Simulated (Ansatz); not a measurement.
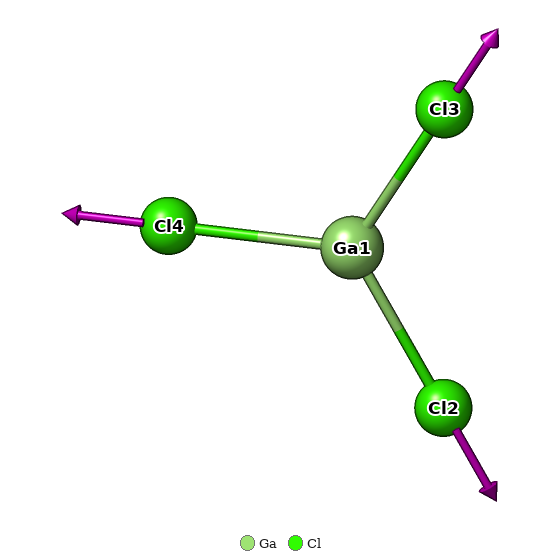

The arrows show one normal mode. Harmonic vibrations computed with RKS PBE0-D4/def2-TZVP (Ansatz 0.2.0) at a stationary point of the same level.

Describe the motion.

Mostly in-phase stretching of 3 Ga–Cl bonds.

At what wavenumber does it lie?

381 cm⁻¹; it is mode 4 of 6 counted from the lowest.
